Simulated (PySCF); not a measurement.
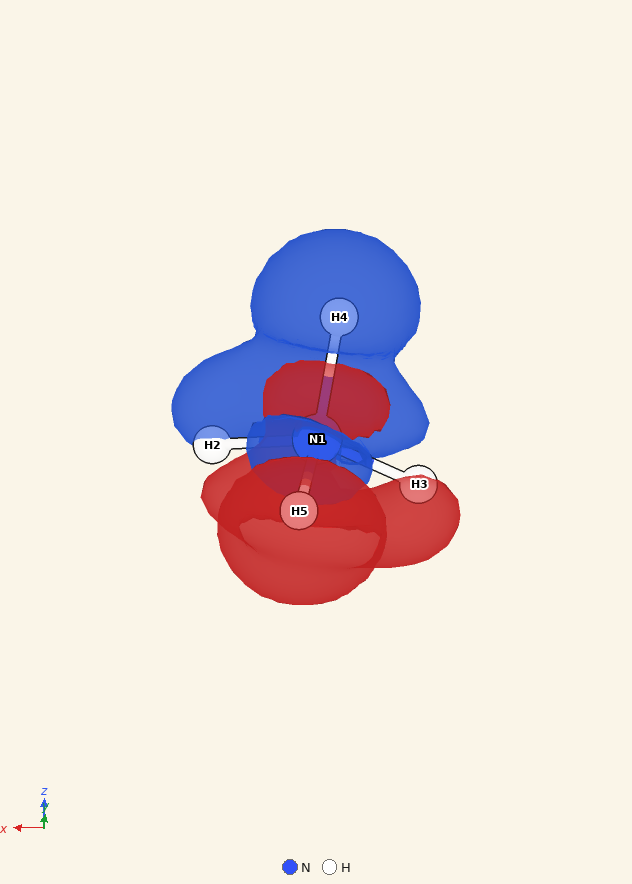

Figure. H4N, charge +1, SMILES `[NH4+]`. Change of the electron density in a uniform field of 0.41 V/Å, surfaces at ±0.003 e/Å³ (blue: gain, red: loss).

PySCF calculation, M06-2X/def2-SVPD, gas phase; geometry: GFN2-xTB. No frequency check shows the geometry to be a minimum.

Along which Cartesian direction does the field point?

Answer. Along −z: electrons gather on the +z side, against the field.

What dipole is induced, and what polarisability does it imply?

Answer. The induced dipole is 0.18 D (along the field); α along this axis, from the fields in both directions, is 9 bohr³ (1.3 Å³).

Which atoms gain and lose the most charge?

Answer. Electrons gather most on H4 (Hirshfeld charge changes by −0.009 e) and leave H5 most (+0.009 e); 0.025 electrons are displaced in all.
